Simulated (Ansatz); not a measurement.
## Geometry relaxation of ZrH2O2F2

System: ZrH2O2F2, SMILES [OH][Zr]([OH])([F])[F].
Method: RKS B97M-V/def2-mTZVPP (Ansatz 0.2.0).

The run did not end well. The geometry comes from this level: PBE0-D4/def2-TZVP.

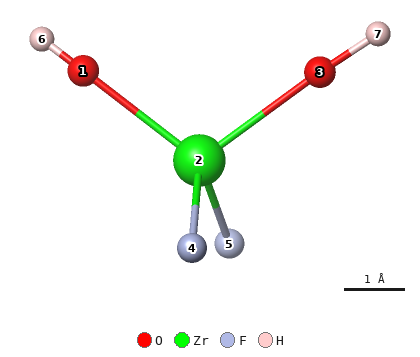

Figure 1. The structure as given in the input (ball-and-stick view, seen at a tilt; atoms are numbered from 1 in the order of the input). Sticks mark near contacts. Bond lengths as drawn: F–Zr 2.38 to 2.40 Å, H–O 0.91 to 1.19 Å and O–Zr 2.47 to 2.52 Å.

## Input file
```yaml
crystal:
  periodic: [false, false, false]
  atoms:
    - {symbol: O, position_ang: [-1.902874, -1.232334, -0.536939]}
    - {symbol: Zr, position_ang: [0.403825, -0.473544, -0.082484]}
    - {symbol: O, position_ang: [0.212351, 1.830870, 0.927118]}
    - {symbol: F, position_ang: [1.576556, -1.900645, 1.450609]}
    - {symbol: F, position_ang: [1.868783, -0.194966, -1.932340]}
    - {symbol: H, position_ang: [-2.721273, -1.449801, -0.870064]}
    - {symbol: H, position_ang: [0.179979, 2.878794, 1.487464]}
basis:
  gaussian: {orbitals: def2-mTZVPP}
hamiltonian: {xc: {name: B97M-V}}
relax: {f_tol: 0.001, max_steps: 1}
output: {forces: true}
```

Command:
```bash
ansatz run in.yaml --threads 4 --pin off --events-out ev --progress --plain --max-ram 10444MiB
```

## Output
```
Functional definition: B97M-V
  name "B97M-V"
  cite "Mardirossian & Head-Gordon, J. Chem. Phys. 142, 074111 (2015) doi:10.1063/1.4907719"
  cite "Becke, J. Chem. Phys. 107, 8554 (1997) doi:10.1063/1.475007"
  cite "Vydrov & Van Voorhis, J. Chem. Phys. 133, 244103 (2010) doi:10.1063/1.3521275"
  # Of w^i u^j: cxij and so on, Table III.
  parameter cx00 = 1.000
  parameter cx01 = 1.308
  parameter cx02 = 1.901
  parameter cx10 = 0.416
  parameter cx11 = 3.070
  parameter css00 = 1.000
  parameter css02 = -1.855
  parameter css10 = -5.668
  parameter css32 = -20.497
  parameter css42 = -20.364
  parameter cos00 = 1.000
  parameter cos01 = 1.573
  parameter cos03 = -6.298
  parameter cos10 = 2.535
  parameter cos32 = -6.427
  parameter b = 6.0
  parameter c = 0.01
  gx(w, u) = cx00 + cx01*u + cx02*u^2 + (cx10 + cx11*u)*w
  gss(w, u) = css00 + css02*u^2 + css10*w + (css32*w^3 + css42*w^4)*u^2
  gos(w, u) = cos00 + cos01*u + cos03*u^3 + cos10*w + cos32*w^3*u^2
  exchange = spin_sum(e_x_unif_s*gx(b97_w, b97_u_x))
  correlation = spin_sum(e_c_pw_mod_same_spin*gss(b97_w, b97_u_same))
      + integral(e_c_pw_mod_opposite_spin*gos(b97_w_opposite, b97_u_opposite)) + vv10(b, c)
1043 factors; their error is unknown
mean field evaluation 1: about -10815.0698 eV, gradient 1.1e2 eV
mean field evaluation 2: about -10180.6053 eV, gradient 4.6e2 eV
mean field evaluation 4: about -10710.0730 eV, gradient 2.6e2 eV
mean field evaluation 8: about -10831.7739 eV, gradient 7.5e1 eV
mean field evaluation 16: about -10841.4585 eV, gradient 2.2e-5 eV
mean field -10841.45845723 eV, -398.4162496986 hartree, gradient 2.2e-5 eV, S^2 0.000000; 0 other end points of the search recorded, 0 dependent functions left out
the calculation of the forces begins
reference -10841.45856795 eV, -398.4162537676 hartree; 24, 24 occupied and 115, 115 virtual orbitals, 1043 factors
relax step   1: F+E_penalty+E_count = -10841.45845723 eV  Δ(F+E_penalty+E_count) = +0.000e0 eV  max|allowed force component| = 7.267e0 eV/Å  Δτ_max = 0.0000 Å  (55 SCF iters, accepted)
Error: geometry relaxation did not converge after 1 steps: max|allowed force component| = 7.27e0 eV/Å (threshold 1.0e-3). Raise `relax.max_steps` over both its present limit and 1, loosen `relax.f_tol`, or start from a geometry closer to equilibrium. Where this run's directory can be resumed (`checkpoint.write`), a resume goes on for up to `relax.max_steps` more
```

## What the run reported

```csv
quantity,value
outcome,not converged
hardware,"4 threads of Arm Neoverse V1, 23 GiB of memory available, shared host"
wall time,7 s (CPU time 27 s)
peak memory,0.27 GiB
```

A setting was made wrong on purpose: the optimiser is allowed too few steps. The run did not converge: “geometry relaxation did not converge after 1 steps: max|allowed force component| = 7.27e0 eV/Å (threshold 1.0e-3). Raise `relax.max_steps` over both its present limit and 1, loosen `relax.f_tol`, or start from a geometry closer to equilibrium …” Its last values are not results.
